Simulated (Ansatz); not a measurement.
# A hypothetical structure for V2CdSe4

Starting from a made-up structure for V2CdSe4, the aim is the relaxed cell, its shortest contacts and, where a second run follows, its electronic structure.

Calculated with Ansatz 0.2.0; DFT, PBEsol, plane-wave PAW, files of the set soft_1, scalar-relativistic, ferromagnetic start, cell and ions relaxed at zero pressure; PAW set soft_1.

## Step 1: The starting structure

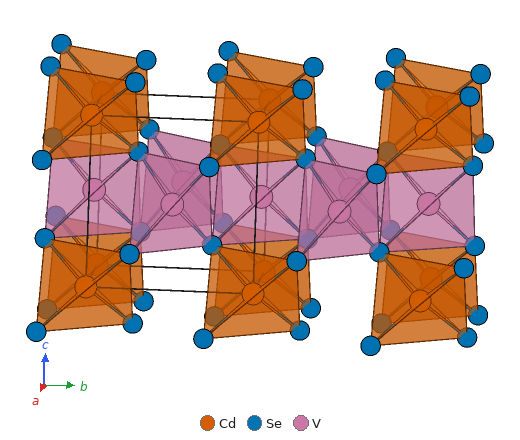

The cell as given, slightly off an axis (cadmium orange, selenium blue, vanadium pink). 1×2×1 cells are drawn. Some periodic images of atoms are drawn too.

## Step 2: Relaxation of the guess

The guessed cell has no reason to be at equilibrium. It is relaxed with the atoms, within the space group of the guess.

Contents of input.yaml:

```yaml
crystal:
  lattice:
    - [5.641, 0.0, 0.0]
    - [0.0, 5.641, 0.0]
    - [0.0, 0.0, 5.836]
  atoms:
    - { symbol: Cd, position: [0.0, 0.0, 0.0] }
    - { symbol: Se, position: [0.7292, 0.7292, 0.237] }
    - { symbol: Se, position: [0.2708, 0.7292, 0.763] }
    - { symbol: Se, position: [0.2708, 0.2708, 0.237] }
    - { symbol: Se, position: [0.7292, 0.2708, 0.763] }
    - { symbol: V, position: [0.0, 0.5, 0.5], spin: 2.0 }
    - { symbol: V, position: [0.5, 0.0, 0.5], spin: 2.0 }
magnetization:
  spin_polarized: true
kpoints:
  mp_grid: { grid: [5, 5, 5] }
scf:
  occupations: { method: fermi_dirac, width: 0.05 }
hamiltonian:
  xc: pbesol
  pseudopotentials: { kind: paw, azcp: { folder: soft_1 }, xc_functional: pbe }
relax:
  f_tol: 0.015
  max_steps: 70
  cell: {}
output:
  forces: true
  stress: true
```

The run is started by

```
> ansatz run input.yaml --threads 4 --pin off --max-ram 10240MiB --backend cpu --events-out ev --progress --plain --runs-dir out
```

Numbers of over 12 decimals in the logs are rounded to 6 here.

What it wrote:

```text
Engine: ansatz 0.2.0, aarch64-unknown-linux-gnu
Pseudopotentials: kind: paw
Pseudopotential: Cd, paw, valence charge 20, recommended cutoff 420 eV (normal), soft_1/Cd.paw.azcp
Pseudopotential: Se, paw, valence charge 16, recommended cutoff 420 eV (normal), soft_1/Se.paw.azcp
Pseudopotential: V, paw, valence charge 13, recommended cutoff 420 eV (normal), soft_1/V.paw.azcp
Functional definition: PBEsol
  exchange = pbesol_x
  correlation = pbesol_c
Crystal: 7 atoms, lattice volume = 185.707 Å³
Basis set: ecut = 420 eV, 3687 PW (Γ), exchange–correlation on 80×80×80 points (8 copies of the dense FFT grid, shifted against one another)
Bands: 69, of which v1, the nominal top of the filled ones, is band 55 counted from 1 (54 counted from 0)
Symmetry: 8 space group operations
Space group: P-42m (ITA 111), of the structure as read, at distance tolerance 5.7e-5 Å
Magnetic group: BNS 111.251 (UNI 911), of the structure as read, at distance tolerance 5.7e-5 Å
k-points: 18 of 125 (time reversal used)
Non-local potential: Cd, projectors of the file, l = 0: 3, l = 1: 2, l = 2: 2, l = 3: 1
Non-local potential: Se, projectors of the file, l = 0: 2, l = 1: 2, l = 2: 3, l = 3: 1
Non-local potential: V, projectors of the file, l = 0: 3, l = 1: 2, l = 2: 3, l = 3: 1
PAW form: soft (Blöchl's): semilocal exchange-correlation on the pseudo side does not see the compensation charge
PAW frozen core: Cd, regenerated for the run's functional, and the local potential with it (the file was generated under x = pbe(κ = 0.804, μ = 0.219515), c = pbe(β = 0.066725))
PAW frozen core: Se, regenerated for the run's functional, and the local potential with it (the file was generated under x = pbe(κ = 0.804, μ = 0.219515), c = pbe(β = 0.066725))
PAW frozen core: V, regenerated for the run's functional, and the local potential with it (the file was generated under x = pbe(κ = 0.804, μ = 0.219515), c = pbe(β = 0.066725))
PAW one-centre angular grid: Cd, 590 points (default); XC on 64 Gauss nodes
PAW one-centre angular grid: Se, 590 points (default); XC on 64 Gauss nodes
PAW one-centre angular grid: V, 590 points (default); XC on 64 Gauss nodes
Initial density: superposition of atomic densities (chi_scale 0.1, normalization cell, long waves kept (reshape's long-wave potential 0.04 eV rms))
Starting moments: Σ|m| = 4 μB on 2 of 7 sites
Initial wavefunctions: pseudopotential atomic-orbital guess
Functional: x = pbesol(κ = 0.804, μ = 0.123457), c = pbesol(β = 0.046)
SCF iter   1: F=—  HF=-35654.701961 eV  |F-HF|=—  |Δ(HF+E_count)|=         —  Δρ=4.51e-2 (↑4.51e-2 ↓2.95e-2)  dr2=1.71e1  dr2_m=2.67e-1  M=4.000 μB ∫|m|=4.921 μB  β_m=0.30  ethr=3.10e-3  ⟨swp⟩=6.1  Hψ=8506  notcnv=0  defer=3
Mixer restart at iter 1: flushing history
preconditioner: auto → Kerker (q_TF=auto, 2.500 Å⁻¹)  [metal: Δε(μ)=0.017 eV  Ē_g=8.658 eV  σ=0.050 eV  W_gap=0.08  n_scr=56 (ndim 8)  ℏωp=18.5 eV  f_vac=0.027  D(μ)=4.86/eV (n_scr^D=28)]
spin=Collinear: Kerker preconditioning applied to the charge; magnetization (m = ρ↑ − ρ↓) channel mixes plain (no charge-response kernel on spin).
SCF iter   2: F=—  HF=-35654.759899 eV  |F-HF|=—  |Δ(HF+E_count)|=   5.79e-2  Δρ=2.68e-2 (↑2.68e-2 ↓1.85e-2)  dr2=7.46e0  dr2_m=1.13e-1  M=4.000 μB ∫|m|=4.989 μB  β_m=0.51  ethr=3.10e-3  ⟨swp⟩=3.1  Hψ=4197  notcnv=0  defer=125
SCF iter   3: F=—  HF=-35653.816591 eV  |F-HF|=—  |Δ(HF+E_count)|=   9.43e-1  Δρ=8.20e-3 (↑8.20e-3 ↓6.43e-3)  dr2=1.00e0  dr2_m=1.12e-2  M=4.000 μB ∫|m|=5.190 μB  β_m=0.64  ethr=3.10e-3  ⟨swp⟩=3.0  Hψ=3901  notcnv=0  defer=125
SCF iter   4: F=—  HF=-35653.554261 eV  |F-HF|=—  |Δ(HF+E_count)|=   2.62e-1  Δρ=5.20e-3 (↑5.20e-3 ↓3.85e-3)  dr2=2.04e-1  dr2_m=1.60e-3  M=4.000 μB ∫|m|=5.264 μB  β_m=0.82  ethr=9.09e-4  ⟨swp⟩=3.1  Hψ=3669  notcnv=0  defer=120
SCF iter   5: F=—  HF=-35653.640581 eV  |F-HF|=—  |Δ(HF+E_count)|=         —  Δρ=1.87e-3 (↑1.87e-3 ↓1.82e-3)  dr2=4.07e-2  dr2_m=8.96e-5  M=4.000 μB ∫|m|=5.234 μB  β_m=0.82  ethr=1.86e-4  ⟨swp⟩=2.8  Hψ=3819  notcnv=0  defer=120
Mixer restart at iter 5: flushing history
SCF iter   6: F=—  HF=-35653.636494 eV  |F-HF|=—  |Δ(HF+E_count)|=   4.09e-3  Δρ=1.04e-3 (↑1.04e-3 ↓8.68e-4)  dr2=1.54e-2  dr2_m=2.13e-4  M=4.000 μB ∫|m|=5.248 μB  β_m=0.87  ethr=3.70e-5  ⟨swp⟩=2.0  Hψ=4961  notcnv=0  defer=120
SCF iter   7: F=—  HF=-35653.636308 eV  |F-HF|=—  |Δ(HF+E_count)|=   1.86e-4  Δρ=5.23e-4 (↑5.23e-4 ↓5.23e-4)  dr2=6.82e-3  dr2_m=8.49e-7  M=4.000 μB ∫|m|=5.248 μB  β_m=0.94  ethr=1.40e-5  ⟨swp⟩=2.0  Hψ=4906  notcnv=0  defer=121
SCF iter   8: F=—  HF=-35653.636145 eV  |F-HF|=—  |Δ(HF+E_count)|=   1.63e-4  Δρ=2.38e-4 (↑2.38e-4 ↓2.18e-4)  dr2=1.78e-3  dr2_m=2.13e-6  M=4.000 μB ∫|m|=5.257 μB  β_m=0.97  ethr=6.20e-6  ⟨swp⟩=2.0  Hψ=3044  notcnv=0  defer=123
SCF iter   9: F=—  HF=-35653.635801 eV  |F-HF|=—  |Δ(HF+E_count)|=   3.45e-4  Δρ=5.14e-4 (↑5.14e-4 ↓1.67e-4)  dr2=9.76e-4  dr2_m=5.82e-5  M=4.000 μB ∫|m|=5.247 μB  β_m=0.85  ethr=1.62e-6  ⟨swp⟩=2.1  Hψ=3107  notcnv=0  defer=123
SCF iter  10: F=—  HF=-35653.635993 eV  |F-HF|=—  |Δ(HF+E_count)|=   1.92e-4  Δρ=1.73e-4 (↑1.73e-4 ↓8.74e-5)  dr2=1.84e-4  dr2_m=4.11e-6  M=4.000 μB ∫|m|=5.250 μB  β_m=0.92  ethr=8.88e-7  ⟨swp⟩=2.0  Hψ=3517  notcnv=0  defer=123
[...]
SCF iter  14: F=—  HF=-35653.636046 eV  |F-HF|=—  |Δ(HF+E_count)|=   2.19e-7  Δρ=2.17e-6 (↑2.17e-6 ↓1.79e-6)  dr2=4.32e-8  dr2_m=8.88e-10  M=4.000 μB ∫|m|=5.251 μB  β_m=0.95  ethr=4.20e-10  ⟨swp⟩=2.0  Hψ=2999  notcnv=0  defer=123
SCF iter  15: F=-35653.636046 eV  HF=-35653.636046 eV  |F-HF|=3.11e-9  |Δ(HF+E_count)|=   3.06e-8  Δρ=9.23e-7 (↑9.23e-7 ↓6.10e-7)  dr2=8.33e-9  dr2_m=8.36e-11  M=4.000 μB ∫|m|=5.251 μB  ethr=3.93e-11  ⟨swp⟩=1.8  Hψ=6114  notcnv=0
SCF 1 converged in 15 iterations: F = -35653.636046 eV  dr2 = 8.33e-9
  greatest PAW one-centre occupation: 1.000 electrons in one spin orbital (limit 2), on the Cd atom at site 0 (counted from 0), in its partial waves of l = 0
relax step   1: F+E_penalty+E_count = -35653.63604571 eV  Δ(F+E_penalty+E_count) = +0.000e0 eV  max|allowed force component| = 1.320e0 eV/Å  Δτ_max = 0.0000 Å  P = -4.129 GPa  Ω = 185.707 Å³  (15 SCF iters, dr2 threshold 1.00e-7 eV, accepted)
[...]
relax step   2: F+E_penalty+E_count = -35654.16859676 eV  Δ(F+E_penalty+E_count) = -5.326e-1 eV  max|allowed force component| = 2.496e-1 eV/Å  Δτ_max = 0.1743 Å  P = +0.794 GPa  Ω = 171.991 Å³  energy of the carried Pulay correction = +2.453e-3 eV  (12 SCF iters, dr2 threshold 7.00e-7 eV, accepted)
[...]
relax step   3: F+E_penalty+E_count = -35654.19609294 eV  Δ(F+E_penalty+E_count) = -2.750e-2 eV  max|allowed force component| = 3.523e-2 eV/Å  Δτ_max = 0.0406 Å  P = -0.238 GPa  Ω = 175.307 Å³  energy of the carried Pulay correction = +1.843e-3 eV  (10 SCF iters, dr2 threshold 7.00e-7 eV, accepted)
[...]
relax step   4: F+E_penalty+E_count = -35654.19716016 eV  Δ(F+E_penalty+E_count) = -1.067e-3 eV  max|allowed force component| = 8.234e-3 eV/Å  Δτ_max = 0.0070 Å  P = +0.007 GPa  Ω = 175.045 Å³  energy of the carried Pulay correction = +1.890e-3 eV  (8 SCF iters, dr2 threshold 2.62e-7 eV, accepted)
[...]
relax step   5: F+E_penalty+E_count = -35654.19730791 eV  Δ(F+E_penalty+E_count) = -1.477e-4 eV  max|allowed force component| = 2.169e-3 eV/Å  Δτ_max = 0.0015 Å  P = +0.017 GPa  Ω = 175.093 Å³  energy of the carried Pulay correction = +1.882e-3 eV  (9 SCF iters, dr2 threshold 8.94e-9 eV, accepted)
[...]
relax step   6: F+E_penalty+E_count = -35654.19737001 eV  Δ(F+E_penalty+E_count) = -6.210e-5 eV  max|allowed force component| = 1.265e-3 eV/Å  Δτ_max = 0.0001 Å  P = +0.006 GPa  Ω = 175.088 Å³  energy of the carried Pulay correction = +1.882e-3 eV  (10 SCF iters, accepted)
[...]
relax step   7: F+E_penalty+E_count = -35654.19531990 eV  Δ(F+E_penalty+E_count) = +2.050e-3 eV  max|allowed force component| = 1.659e-3 eV/Å  Δτ_max = 0.0000 Å  P = +0.009 GPa  Ω = 175.088 Å³  stress off target by 1.14e-2 GPa  SCF on the basis re-selected at this cell (its energy is not comparable with the rows above)  (10 SCF iters)
basis re-selected at this cell: Δ(F+E_penalty+E_count) = +2.050e-3 eV, ΔP = +0.003 GPa vs the last step (what re-selecting the basis moved, of the pressure what is left beyond the Pulay correction that the steps carried, after the strain that the cell walked since its last selection, with what the two solves' SCF thresholds leave and, on support functions, any second-order correction that the steps lacked; it is no m [...]
SCF converged after 10 iterations
Magnetization: 4.0000 μB (57.0000 up, 53.0000 down)
Absolute magnetization: 4.8549 μB (∫|ρ↑−ρ↓|, with the PAW one-centre terms)
Spin contamination: 0.1372 ħ² per cell (⟨S²⟩ above its minimum at these occupations)
Per-site moments (μB) at R_I (Å): [(0.024794, 1.084197), (-0.075137, 0.988910), (-0.075137, 0.988910), (-0.075137, 0.988910), (-0.075137, 0.988910), (1.728178, 0.988910), (1.728178, 0.988910)]
Free energy (F): -35654.195320 eV
Harris-Foulkes:  -35654.195320 eV  (|F-HF|=4.37e-11)
Internal energy: -35654.170440 eV  (E = F + TS)
E sigma→0 (E₀):  -35654.182880 eV
Entropy (-TS):   -0.024880 eV (-3.554 meV/atom)
Fermi energy:    8.195045 eV
--- Per-component energies (eV) ---
  E_band       = -2579.834589
  E_kinetic    = 1473.744909
  E_local      = -17941.150566  (includes V_loc(G=0)·N_el)
  E_nonlocal   = -1116.769327
  E_hartree    = 8794.359276
  E_xc         = -718.991405
  E_vxc        = -842.824066  (∫ρ·V_xc dr)
  E_paw        = -14576.110151  (= ΣΔE_a)
  E_vpaw       = -1741.554806  (= ΣTr[D̂ρ^β])
  E_aug_tail   = 0.000981  (compensation charges beyond the density's cutoff)
  E_ewald      = -11573.929286
  E_core_change = 4.675127  (= ΣΔE_core)
  E_smearing   = -0.024880  (= −TS)
  E_closure    = 0.000000  (closes the sum)
  Σ components = -35654.195320   (vs F -35654.195320, Δ=0.00e0)
--- Forces (eV/Å), atoms counted from 1 ---
  atom   1  Cd     0.00000000     0.00000000    -0.00000000
  atom   2  Se    -0.00056351    -0.00056351    -0.00165928
  atom   3  Se     0.00056351    -0.00056351     0.00165928
  atom   4  Se     0.00056351     0.00056351    -0.00165928
  atom   5  Se    -0.00056351     0.00056351     0.00165928
  atom   6  V      0.00000000     0.00000000    -0.00000000
  atom   7  V      0.00000000     0.00000000    -0.00000000
  max |Σ_I F_I| component: 1.08e-16 eV/Å
--- Stress (GPa, compression-positive) ---
        0.011365      -0.000000       0.000000
       -0.000000       0.011365      -0.000000
        0.000000      -0.000000       0.004274
  P = ⅓ Tr σ = 0.0090 GPa (0.090 kbar)
--- Relaxed structure (6 steps of the walk, 6 accepted, 1 SCFs on fresh bases) ---
  F+E_penalty+E_count = -35654.19531990 eV   max|allowed force component| = 1.659e-3 eV/Å   (the final SCF, on the basis selected at the relaxed cell)
  cell:  # Å, volume = 175.0885 Å³
    - [5.563351, 0, 0.0]
    - [0, 5.563351, 0]
    - [0.0, 0, 5.656980]
  atoms:
    - { symbol: Cd, position: [9.829675025953107e-19, -3.734178222149786e-19, 6.634939369464803e-19] }
    - { symbol: Se, position: [0.723409, 0.723409, 0.260560] }
    - { symbol: Se, position: [0.276591, 0.723409, 0.739440] }
    - { symbol: Se, position: [0.276591, 0.276591, 0.260560] }
    - { symbol: Se, position: [0.723409, 0.276591, 0.739440] }
    - { symbol: V, position: [9.829675025953115e-19, 0.5, 0.5] }
    - { symbol: V, position: [0.5, -3.734178222149785e-19, 0.5] }
```

Wall time 1.8 min (4 threads of Arm Neoverse V1, shared host); peak memory 0.78 GiB; 7.1 min of CPU time.

The steps of the relaxation:

| step | energy less that of the first step (eV) | largest force component (eV/Å) | pressure (GPa) | volume (Å³) |
| --- | --- | --- | --- | --- |
| 1 | 0.0000 | 1.3202 | -4.13 | 185.71 |
| 2 | -0.5326 | 0.2496 | 0.79 | 171.99 |
| 3 | -0.5600 | 0.0352 | -0.24 | 175.31 |
| 4 | -0.5611 | 0.0082 | 0.01 | 175.05 |
| 5 | -0.5613 | 0.0022 | 0.02 | 175.09 |
| 6 | -0.5613 | 0.0013 | 0.01 | 175.09 |
| 7* | -0.5593 | 0.0017 | 0.01 | 175.09 |

Relaxation steps marked * repeat the geometry before them on a plane-wave basis chosen anew for their cell, so energy and pressure can jump there.

The run keeps the 8 symmetry operations that it works with, so distortions that break them were not tested.

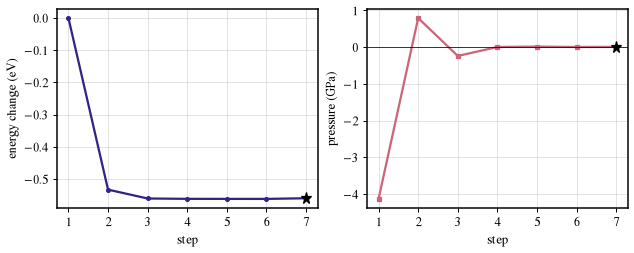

Energy and pressure along the relaxation. Stars mark steps on a basis chosen anew.

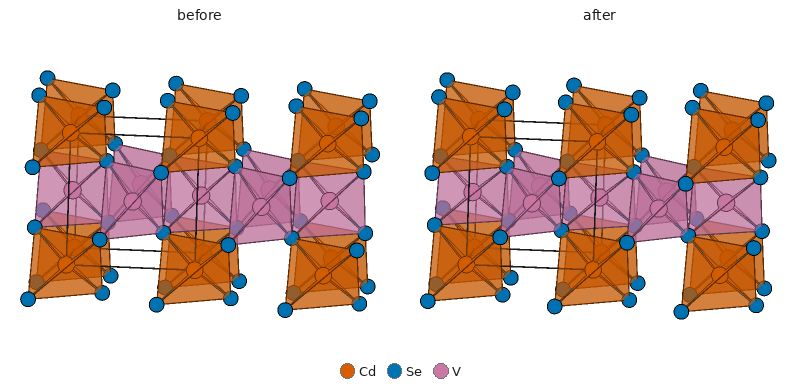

Before and after, at one scale.

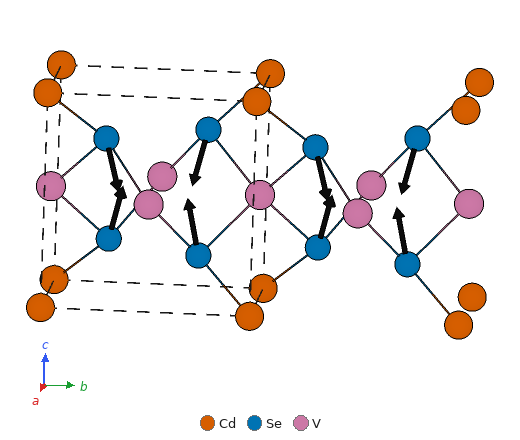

Displacements in the relaxation, exaggerated, measured against the changing cell; the longest in the cell stands for 0.14 Å. Bonds to atoms that aren't drawn are left out. 1×2×1 cells are drawn. Some periodic images of atoms are drawn too.

| conventional cell, symmetrised | before | after | change |
| --- | --- | --- | --- |
| a (Å) | 5.641 | 5.563 | -1.4 % |
| b (Å) | 5.641 | 5.563 | -1.4 % |
| c (Å) | 5.836 | 5.657 | -3.1 % |
| volume (Å³/atom) | 26.53 | 25.01 | -5.7 % |

The atoms that moved most (Å, as changes of fractional coordinates times the final cell):

```csv
atom,dx,dy,dz,length
Se3,0.032,-0.032,-0.133,0.141
Se5,-0.032,0.032,-0.133,0.141
Se2,-0.032,-0.032,0.133,0.141
Se4,0.032,0.032,0.133,0.141
```

Final coordinates:

```xyz
7
Lattice="5.5634 0.0000 0.0000 0.0000 5.5634 0.0000 0.0000 0.0000 5.6570" Properties=species:S:1:pos:R:3 pbc="T T T"
Cd    0.0000    0.0000    0.0000
Se    4.0246    4.0246    1.4740
Se    1.5388    4.0246    4.1830
Se    1.5388    1.5388    1.4740
Se    4.0246    1.5388    4.1830
V     0.0000    2.7817    2.8285
V     2.7817    0.0000    2.8285
```

Numbers from this step:

* free energy: -35654.1953 eV
* energy at zero smearing: -35654.1829 eV
* smearing term TS: 0.02488 eV
* Fermi energy: 8.195 eV
* magnetization: 4.000 μB
* absolute magnetization: 4.855 μB
* site moments: 0.02479, -0.07514, -0.07514, -0.07514, -0.07514, 1.728, 1.728 μB
* electrons: 110
* symmetry operations: 8
* pressure: 0.009001 GPa

Site moment by atom:

```
atom  site moment (μB)
 Cd1              0.02
 Se2             -0.08
 Se3             -0.08
 Se4             -0.08
 Se5             -0.08
  V6              1.73
  V7              1.73
```

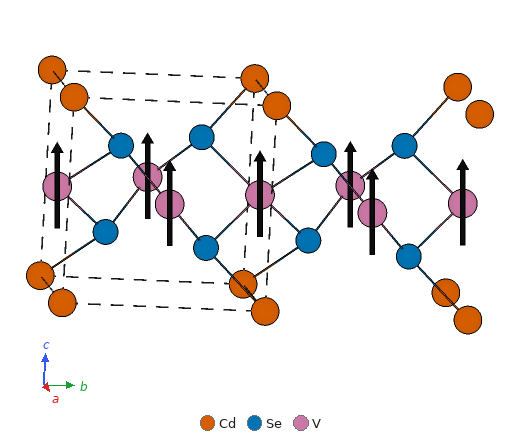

Site moment as arrows, the longest 1.73 μB. Up and down stand for the sign. Arrows give size and sign along the axis of quantisation, drawn up and down the page. Bonds to atoms that aren't drawn are left out. 1×2×1 cells are drawn. Some periodic images of atoms are drawn too.

The shortest distance of each pair, which need not be the same contact before and after:

| pair | guess (Å) | relaxed (Å) |
| --- | --- | --- |
| Se–V | 2.522 | 2.397 |
| Cd–Se | 2.565 | 2.628 |
| Se–Se | 3.657 | 3.515 |
| V–V | 3.989 | 3.934 |
| Cd–V | 4.058 | 3.967 |

The relaxation ends with a largest force component of 0.0017 eV/Å and a pressure of 0.01 GPa.

## Step 3: Summary of results

| Property | Result |
| --- | --- |
| space group, relaxed | P-42m |
| conventional cell | a = 5.563, b = 5.563, c = 5.657 Å; α = 90.0°, β = 90.0°, γ = 90.0° |
| volume per atom | 25.01 Å³ (guess 26.53) |
| total moment | 4.00 μB in the cell of 7 atoms |

**Reading.** V2CdSe4 relaxes to P-42m with a = 5.563, b = 5.563 and c = 5.657 Å. The guessed volume was 6 % too large. The space group P-42m was held in the relaxation, so the end point is a stationary structure within it and may be a saddle against distortions or other arrangements. The input starts from parallel moments, and no other start was typed. Mesh and cutoff weren't tested. No dispersion term is used, so weakly bound directions may come out too long. Nothing here tests whether the compound is stable against decomposition.

[Logs are printed without paths, hosts, clocks, repeated set-up lines and the standing remarks that a program may print on its own settings, such as how far it seeks lower states.]

[Hosts, paths, dates, database ids (printed as entryN), source tags and the programs' standing remarks are cut or masked in the printed files.]
